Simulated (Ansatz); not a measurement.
# AlNH3O (SMILES [NH2][Al][OH]): UPBE0/def2-SVPD

Aim: the electronic atomisation energy of AlNH3O at UPBE0/def2-SVPD, from 5 runs. 

Program for the calculation: Ansatz 0.2.0.

77 further runs of the same task are left out: 77 set aside as unsound or not needed.

## (1) The molecule

AlNH3O has 6 atoms, charge 0, and is taken as a doublet. As SMILES, `[NH2][Al][OH]`. The shape is that of a PBE0-D4/def2-TZVP optimisation. This is one conformer, not always the lowest.

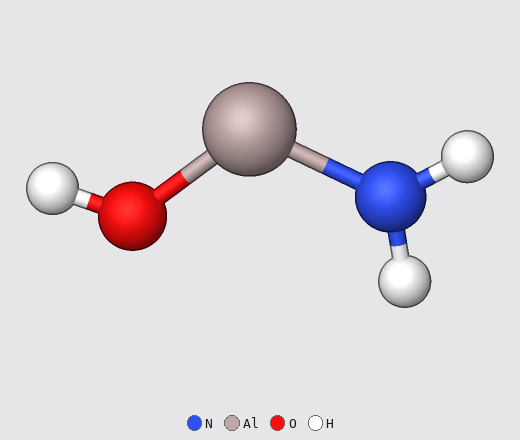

The structure, seen from a chosen angle (nitrogen blue, aluminium light grey, oxygen red, hydrogen white).

## (2) The energy at UPBE0/def2-SVPD

File input.yaml:

```yaml
crystal:
  periodic: [false, false, false]
  atoms:
    - symbol: "N"
      position_ang: [-0.923900, 0.240200, -0.760800]
    - symbol: Al
      position_ang: [0.595200, 0.601300, 0.070700]
    - symbol: O
      position_ang: [1.194100, -0.618500, 1.101200]
    - symbol: H
      position_ang: [-1.434300, -0.623600, -0.657200]
    - symbol: H
      position_ang: [-1.394700, 0.861600, -1.396800]
    - symbol: H
      position_ang: [2.005700, -0.525100, 1.596800]
basis:
  gaussian: {orbitals: def2-SVPD}
magnetization: {spin_polarized: true, initial_magnetization: 1}
hamiltonian: {xc: pbe0}
accuracy: high
output: {orbitals: {seedname: orbitals}}
```

Launch:

```bash
$ ansatz run input.yaml --threads 1 --pin off --max-ram 3480MiB --events-out events.jsonl --progress --plain --runs-dir runs
```

Log:

```text
Warning: RAYON_NUM_THREADS=1 ignored (pool sized by the plan → 1); use --threads N
Functional definition: PBE0
  name "PBE0"
  parameter a = 0.25
  parameter kappa = 0.804
  parameter beta = 0.06672455060314922
  exchange = (1 - a)*pbe_x(kappa = kappa, mu = beta*pi^2/3) + a*exact_x
  correlation = pbe_c(beta = beta)
1783 factors; integrals over basis functions are off by at most 3.5e-9 eV
mean field evaluation 1: about -10161.0699 eV, gradient 5.4e1 eV
mean field evaluation 2: about -10125.9086 eV, gradient 1.0e2 eV
mean field evaluation 4: about -10172.3265 eV, gradient 8.6e0 eV
mean field evaluation 8: about -10172.6950 eV, gradient 1.5e-1 eV
mean field evaluation 16: about -10172.6952 eV, gradient 2.5e-4 eV
mean field -10172.69524038 eV, -373.8396547835 hartree, gradient 5.5e-8 eV, S^2 0.751778; 0 other end points of the search recorded, 0 dependent functions left out
reference -10172.69524346 eV, -373.8396548968 hartree; 16, 15 occupied and 75, 76 virtual orbitals, 1783 factors
Total energy: -10172.69524346 eV, -373.8396548968 hartree
```

Run time: 11 s. Hardware: 1 thread of Arm Neoverse V1, shared host; peak memory 0.36 GiB.

## (3) The Al atom

File molecule.yaml:

```yaml
crystal:
  periodic: [false, false, false]
  atoms:
    - {symbol: Al, position_ang: [0.000000, 0.000000, 0.000000]}
basis:
  gaussian: {orbitals: def2-SVPD}
magnetization: {spin_polarized: true, initial_magnetization: 1}
hamiltonian: {xc: {name: PBE0}}
accuracy: high
```

Launch:

```bash
$ ansatz run molecule.yaml --threads 1 --pin off --max-ram 3480MiB --events-out events.jsonl --progress --plain --runs-dir runs
```

Log:

```text
Warning: RAYON_NUM_THREADS=1 ignored (pool sized by the plan → 1); use --threads N
[... 7 set-up lines as earlier in the session ...]
202 factors; integrals over basis functions are off by at most 1.9e-9 eV
mean field evaluation 1: about -6589.6071 eV, gradient 1.5e0 eV
mean field evaluation 2: about -6589.6478 eV, gradient 3.8e-1 eV
mean field evaluation 4: about -6589.6507 eV, gradient 3.5e-2 eV
mean field evaluation 8: about -6589.6507 eV, gradient 3.9e-5 eV
mean field evaluation 16: about -6589.6507 eV, gradient 1.0e-6 eV
mean field -6589.65066868 eV, -242.1651954482 hartree, gradient 6.2e-9 eV, S^2 0.756178; 0 other end points of the search recorded, 0 dependent functions left out
reference -6589.65067036 eV, -242.1651955101 hartree; 7, 6 occupied and 17, 18 virtual orbitals, 202 factors
Total energy: -6589.65067036 eV, -242.1651955101 hartree
```

It took 0.89 s on 1 thread of Arm Neoverse V1, shared host; peak memory 0.097 GiB.

## (4) The H atom, same level

File job.yaml:

```yaml
crystal:
  periodic: [false, false, false]
  atoms:
    - {symbol: H, position_ang: [0.000000, 0.000000, 0.000000]}
basis:
  gaussian:
    orbitals: def2-SVPD
hamiltonian:
  xc: {name: PBE0}
magnetization:
  spin_polarized: true
  initial_magnetization: 1
accuracy: high
```

Run the same way, it converges to -0.50029 Eh (log not shown).

## (5) The N atom at the same level

File molecule.yaml:

```yaml
crystal:
  periodic: [false, false, false]
  atoms:
    - {symbol: "N", position_ang: [0.000000, 0.000000, 0.000000]}
basis:
  gaussian:
    orbitals: def2-SVPD
total_charge: 0
magnetization:
  spin_polarized: true
  initial_magnetization: 3
hamiltonian:
  xc: pbe0
accuracy: high
```

Run the same way, it converges to -54.47989 Eh (log not shown).

## (6) The O atom

File input.yaml:

```yaml
crystal:
  periodic: [false, false, false]
  atoms:
    - {symbol: O, position_ang: [0.000000, 0.000000, 0.000000]}
basis:
  gaussian: {orbitals: def2-SVPD}
hamiltonian: {xc: {name: PBE0}}
magnetization: {spin_polarized: true, initial_magnetization: 2}
accuracy: high
```

Run the same way, it converges to -74.93194 Eh (log not shown).

## (7) What came out

Level: UPBE0/def2-SVPD.

| quantity | value |
| --- | --- |
| molecule: total energy | -373.83965 Eh |
| molecule: HOMO energy (highest over α and β) | -5.76 eV |
| molecule: LUMO energy (lowest over α and β) | -2.28 eV |
| molecule: ⟨S²⟩ | 0.752 |
| Al atom: total energy | -242.16520 Eh |
| Al atom: ⟨S²⟩ | 0.756 |
| H atom: total energy | -0.50029 Eh |
| H atom: ⟨S²⟩ | 0.750 |
| N atom: total energy | -54.47989 Eh |
| N atom: ⟨S²⟩ | 3.753 |
| O atom: total energy | -74.93194 Eh |
| O atom: ⟨S²⟩ | 2.004 |
| electronic atomisation energy | 20.728 eV |

What this shows: Taking the molecule apart into free atoms costs 20.73 eV (478 kcal/mol), before zero-point energy and without spin-orbit coupling.
